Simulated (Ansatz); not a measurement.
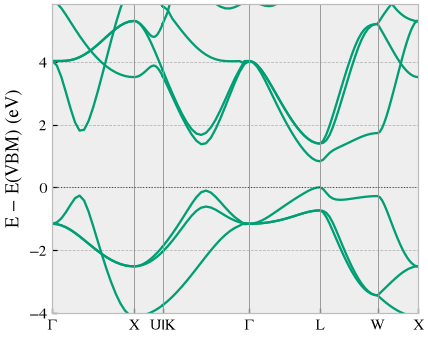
Figure. Band structure from DFT-PBE in the program Ansatz with PAW potentials

**Question.** Read off the gap and where the band edges lie.

**Answer.** About 0.8 eV (0.83 eV by a search for the band edges); maximum at L, minimum at L.

**Question.** Which compound is it?
(A) SnTe, rock salt
(B) GaN, zinc blende
(C) MgSe, rock salt
(D) TePb, rock salt

**Answer.** D, TePb, rock salt

Space group Fm-3m (rock salt). The cell was relaxed with PBE under the symmetry of its start. Scalar-relativistic: spin–orbit coupling is off unless named, which matters more the heavier the elements.

Potentials: the later of the program's two PAW sets.
